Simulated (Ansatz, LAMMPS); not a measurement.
# Amorphous 64SiO2-25Y2O3-11Al2O3 (mol %) (164 atoms) under strain: runs compared

Aim: relax amorphous 64SiO2-25Y2O3-11Al2O3 (mol %) (164 atoms), then change its volume to read the bulk modulus from the stress.

Computed with Ansatz 0.2.0: Kohn-Sham DFT, PBEsol, PAW (set soft_1), plane waves.

## Step 1: The cell as built

The cell holds 164 atoms: 28 Si, 22 Y, 10 Al and 104 O. Its edges and angles: a = 13.034 Å, b = 13.034 Å, c = 13.034 Å, α = 90.0°, β = 90.0°, γ = 90.0°. 164 atoms (28 Si, 22 Er, 10 Al, 104 O) placed at random at 4.5 g/cm³, melted at 5000 K for 10 ps at fixed volume with the Morse and Coulomb pair potential with partial charges (Pedone, Malavasi, Menziani, Cormack and Segre, J. Phys. Chem. B 110, 11780 (2006)). Quenched from 5000 K to 300 K at 1000 K/ps and fixed volume, held 10 ps at zero pressure, then minimised at fixed cell. Then Er was replaced by Y and the cell scaled by 1.01 (the potential has no terms for the new elements, so the cell is a start for a DFT relaxation).

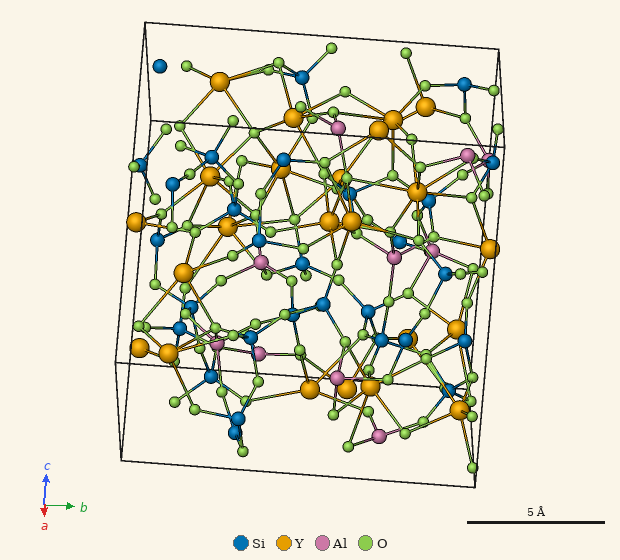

The cell as built. Bonds to atoms that aren't drawn are left out. Some periodic images of atoms are drawn too.

Limits known from the start: The quench rate of 1000 K/ps far exceeds what a furnace or splat quench reaches, so expect more defects and frozen-in strain than in a real sample. The network of bonds at the start is that of the classical potential that made the cell, and needn't be the one that DFT or experiment would give. Only the Γ point is sampled.

## Step 2: The reference run

The reference is a single point at the end of the relaxation.

Every strained cell starts from the geometry of this run, and its atoms are relaxed with the cell held.

Its input, with most atom lines left out:

```yaml
crystal:
  lattice:
    - [12.85565, 0.14843, 0.15319]
    - [0.14843, 13.05349, 0.44455]
    - [0.15319, 0.44455, 12.67177]
  atoms:
    - { symbol: Si, position: [0.74085, 0.19384, 0.82966] }
    - { symbol: Si, position: [0.96276, 0.31426, 0.13497] }
    - { symbol: Si, position: [0.41734, 0.03215, 0.98849] }
    - { symbol: Si, position: [0.95218, 0.08013, 0.79059] }
    - { symbol: Si, position: [0.62864, 0.26965, 0.64557] }
    - { symbol: Si, position: [0.14154, 0.46198, 0.9106] }
    - { symbol: Si, position: [0.98829, 0.36035, 0.68622] }
    [... atom lines 8 to 164 left out ...]
kpoints:
  mp_grid: { grid: [1, 1, 1] }
hamiltonian:
  xc: pbesol
  pseudopotentials: { kind: paw, azcp: { folder: soft_1 }, xc_functional: pbe }
scf:
  occupations: { method: fixed }
output:
  forces: true
  stress: true
  populations: true
  dos:
    method: { smearing: { sigma: 0.1 } }
    de: 0.1
    projected: { site_lists: { Al: [Al], O: [O], Si: [Si], "Y": ["Y"] } }
  eigenvalues: true
  write_density: true
  write_potential: true
  volumetric_format: npy
```

- free energy per atom: -1004.2787 eV/atom
- r.m.s. force component: 0.0111 eV/Å
- pressure: 0.00773 GPa

Filled and empty levels are parted by 3.90 eV (at Γ alone); a semilocal functional tends to put such gaps too low. In a disordered cell it changes from sample to sample, and tail or defect levels can set it.

## Step 3: The runs

Each row is one run, on 4 threads of Arm Neoverse V2, shared host. The free energy is the program's total, comparable only between runs with the same functional, potentials and atoms.

```
                                 run  atoms    outcome  ionic steps, all passes  free energy (eV)     time  host memory (GiB)
           Single point at the start    164  converged                        -       -164692.812     46 s                3.4
              Cell and atoms relaxed    164  converged                       28       -164701.712   16 min                3.5
Single point at the relaxed geometry    164  converged                        -       -164701.712     77 s                3.7
                         Volume -3 %    164  converged                       10       -164701.208    8 min                3.7
                         Volume +3 %    164  converged                        7       -164701.234  5.8 min                3.8
                         Volume -6 %    164  converged                       14       -164699.941   10 min                3.6
```

In some runs the program notes that the SCF threshold is loose for the stress.

## Step 4: Pressure against volume

Atoms are relaxed at each volume, in the scaled cell.

```
volume change (%)  volume (Å³/atom)  energy change (meV/atom)  pressure (GPa)  largest move on relaxing (Å)  bonds  gap (eV)
               -6            12.170                     10.80            4.36                          0.70    306                4.01
               -3            12.559                      3.08            2.55                          0.19    301                3.95
               +0            12.947                      0.00            0.01                             -    298                3.90
               +3            13.336                      2.92           -2.36                          0.15    297                3.81
```

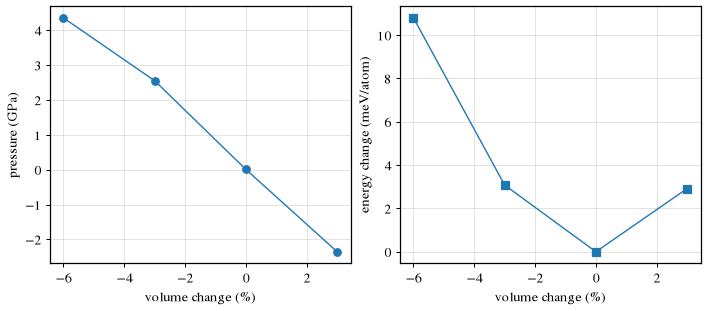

Pressure and energy against volume.

## Step 5: Findings

The bulk modulus, from the slope of pressure against ln V over the three points nearest the relaxed volume, is 81.8 GPa; between neighbouring points the slope runs 57, 84 and 80 GPa from the smallest volume up, without a steady fall, so no pressure derivative is given, and the cell yields more easily when compressed beyond -3 %. The count of bonds runs from 297 to 306 over the series, so at some points contacts cross the cutoffs. At -6 % some atom moved by over 0.5 Å on relaxing, so that point may sit in another local minimum. The gap goes from 4.01 eV at the smallest volume to 3.81 eV at the largest, -2.2 eV per unit of ln V by a straight line, on the run's k-points.

Caveats: Strains are finite and relaxations stop at the force tolerance of the input, which can leave moduli too stiff; they are those of a static cell at zero temperature. Volumes are changed with the cell's shape held, so in an anisotropic solid the modulus lies over the one under free hydrostatic load. The program notes that the SCF threshold of the relaxations is loose for the stress.

The DFT runs together took 42 min of wall time.

[Logs are printed without paths, hosts, clocks, repeated set-up lines and the standing remarks that a program may print on its own settings, such as how far it seeks lower states.]

[Hosts, paths, dates, database ids (printed as entryN), source tags and the programs' standing remarks are cut or masked in the printed files.]
